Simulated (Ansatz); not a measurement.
**CH2FGaO: rigid scan of one bond length from a Python script**

The task is a rigid scan of one bond length, for CH2FGaO.

Program: Ansatz 0.2.0, driven from Python. Level of theory: B3LYP+D3(BJ)/def2-SVP. These are calculated values, not measurements.

## Step 1: The structure

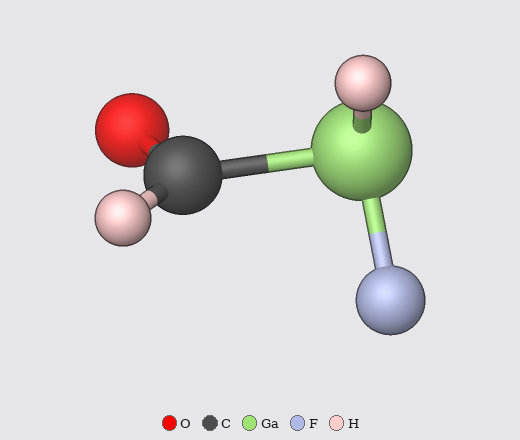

The starting structure, viewed from a chosen angle; oxygen red, carbon dark grey, gallium green, fluorine light blue, hydrogen pink.

The script holds or builds the structure itself.

## Step 2: The script

The input, scan_ch2fgao.py:

```python
import warnings

import ansatz as az
from ase import Atoms
import numpy as np

BASIS = "def2-SVP"
FUNCTIONAL = "B3LYP"
DISPERSION = "d3bj"


def main() -> None:
    warnings.simplefilter("ignore", az.DeckWarning)

    atoms = Atoms(["O", "C", "Ga", "F", "H", "H"], positions=[
        (1.6423, -0.5275, -0.6001),
        (0.4884, 0.036, -0.6475),
        (-0.2645, -0.2249, 1.0911),
        (-1.5297, -1.0314, 0.4962),
        (0.1466, 0.5048, -1.5761),
        (-0.4411, 1.179, 1.1902),
    ])
    mol = az.Crystal.molecule_from_ase(atoms)

    symbols = [site.symbol for site in mol.cartesian_sites]
    start = np.array([site.position_ang for site in mol.cartesian_sites])
    axis = (start[1] - start[2]) / np.linalg.norm(start[1] - start[2])
    moving = [0, 1, 4]
    lengths, energies = [1.63, 1.76, 1.91, 2.1, 2.39, 2.87, 3.44, 4.21], []
    for length in lengths:
        xyz = start.copy()
        xyz[moving] += (length - np.linalg.norm(start[1] - start[2])) * axis
        point = az.Crystal.molecule()
        for symbol, place in zip(symbols, xyz):
            point = point.atom(symbol, place.tolist())
        setup = point.calculation().basis(gaussian=BASIS).functional(FUNCTIONAL, dispersion=DISPERSION)
        report = setup.run(threads=1).report
        energies.append(report["free_energy_ev"])
        print(f"r = {length:6.3f} A  E = {energies[-1]:.5f} eV  <S^2> = {abs(report['mean_field']['state']['spin_squared']):.3f}")

    print("energy above the lowest point (eV):", [round(e - min(energies), 3) for e in energies])


if __name__ == "__main__":
    main()
```

## Step 3: What the engine is handed

The package turns the script's settings into the engine's input (first run):

```yaml
crystal:
  periodic: [false, false, false]
  atoms:
    - { symbol: O, position_ang: [1.5310872386833654, -0.5660381982036259, -0.3432870011620387] }
    - { symbol: C, position_ang: [0.37718723868336534, -0.002538198203625955, -0.3906870011620387] }
    - { symbol: Ga, position_ang: [-0.2645, -0.2249, 1.0911] }
    - { symbol: F, position_ang: [-1.5297, -1.0314, 0.4962] }
    - { symbol: H, position_ang: [0.03538723868336534, 0.46626180179637405, -1.3192870011620388] }
    - { symbol: H, position_ang: [-0.4411, 1.179, 1.1902] }
basis:
  gaussian:
    orbitals: def2-SVP
hamiltonian:
  xc: b3lyp
  dispersion: d3bj
```

## Step 4: Running it

Launch:

```
$ python scan_ch2fgao.py
```

The program printed:

```text
r =  1.630 A  E = -58196.42609 eV  <S^2> = 0.000
r =  1.760 A  E = -58197.67038 eV  <S^2> = 0.000
r =  1.910 A  E = -58198.29734 eV  <S^2> = 0.000
r =  2.100 A  E = -58198.42482 eV  <S^2> = 0.000
r =  2.390 A  E = -58198.28010 eV  <S^2> = 0.000
r =  2.870 A  E = -58197.89391 eV  <S^2> = 0.000
r =  3.440 A  E = -58197.45325 eV  <S^2> = 0.000
r =  4.210 A  E = -58197.06474 eV  <S^2> = 0.000
energy above the lowest point (eV): [1.999, 0.754, 0.127, 0.0, 0.145, 0.531, 0.972, 1.36]
```

Wall time 28 s (1 thread of Arm Neoverse V1, shared host); peak memory 0.23 GiB.

## Step 5: Inputs of later runs

The engine's inputs for some of the other runs:

Run 5, against run 1:

```diff
@@ -4,2 +4,2 @@
-    - { symbol: O, position_ang: [1.5310872386833654, -0.5660381982036259, -0.3432870011620387] }
-    - { symbol: C, position_ang: [0.37718723868336534, -0.002538198203625955, -0.3906870011620387] }
+    - { symbol: O, position_ang: [1.8302788346338916, -0.4623603028875251, -1.0341815538510877] }
+    - { symbol: C, position_ang: [0.6763788346338916, 0.10113969711247486, -1.0815815538510876] }
@@ -8 +8 @@
-    - { symbol: H, position_ang: [0.03538723868336534, 0.46626180179637405, -1.3192870011620388] }
+    - { symbol: H, position_ang: [0.3345788346338916, 0.5699396971124748, -2.010181553851088] }
```

Run 6, against run 1:

```diff
@@ -4,2 +4,2 @@
-    - { symbol: O, position_ang: [1.5310872386833654, -0.5660381982036259, -0.3432870011620387] }
-    - { symbol: C, position_ang: [0.37718723868336534, -0.002538198203625955, -0.3906870011620387] }
+    - { symbol: O, position_ang: [2.019241947865803, -0.39687952689840883, -1.4705360081810133] }
+    - { symbol: C, position_ang: [0.8653419478658029, 0.16662047310159114, -1.5179360081810134] }
@@ -8 +8 @@
-    - { symbol: H, position_ang: [0.03538723868336534, 0.46626180179637405, -1.3192870011620388] }
+    - { symbol: H, position_ang: [0.5235419478658029, 0.6354204731015911, -2.4465360081810132] }
```

Run 7, against run 1:

```diff
@@ -4,2 +4,2 @@
-    - { symbol: O, position_ang: [1.5310872386833654, -0.5660381982036259, -0.3432870011620387] }
-    - { symbol: C, position_ang: [0.37718723868336534, -0.002538198203625955, -0.3906870011620387] }
+    - { symbol: O, position_ang: [2.2436356448286974, -0.3191211054113333, -1.9887069226977996] }
+    - { symbol: C, position_ang: [1.0897356448286974, 0.24437889458866668, -2.0361069226977997] }
@@ -8 +8 @@
-    - { symbol: H, position_ang: [0.03538723868336534, 0.46626180179637405, -1.3192870011620388] }
+    - { symbol: H, position_ang: [0.7479356448286976, 0.7131788945886667, -2.9647069226977996] }
```

## Step 6: Run by run

One row for each of the 8 runs:

| run | distance (Å) | energy from run 4 (eV) | SCF cycles | CPU time (s) |
| --- | --- | --- | --- | --- |
| 1 | 1.63 | 1.9987 | 20 | 2.9 |
| 2 | 1.76 | 0.7544 | 20 | 2.8 |
| 3 | 1.91 | 0.1275 | 21 | 2.7 |
| 4 | 2.10 | 0.0000 | 44 | 5.1 |
| 5 | 2.39 | 0.1447 | 38 | 5.6 |
| 6 | 2.87 | 0.5309 | 24 | 2.5 |
| 7 | 3.44 | 0.9716 | 26 | 2.4 |
| 8 | 4.21 | 1.3601 | 21 | 2.9 |

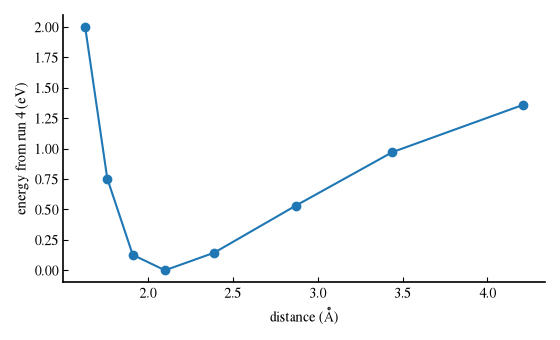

Energy against distance; lines join the points.

## Step 7: Outcome

```
                  quantity     value
             runs compared         8
           range of energy  1.999 eV
lowest point, distance (Å)      2.10
```

In words: The curve has its lowest point inside the range, at 2.10. The ends stand 2 and 1.36 eV above it. The distance scanned is the script's pair 2, 1. The rest of the molecule is held rigid at a force-field or estimated start geometry, and the basis set is modest; single-reference methods fail as a bond breaks. b3lyp holds the VWN-RPA fit, as in Gaussian; the form of ORCA and Turbomole is b3lyp5. The orbitals are restricted, so S² is zero by construction. Toward dissociation an unrestricted state can lie under the restricted one, by tenths of an eV for polar bonds under a functional and by 1 to 2 eV or more for others.
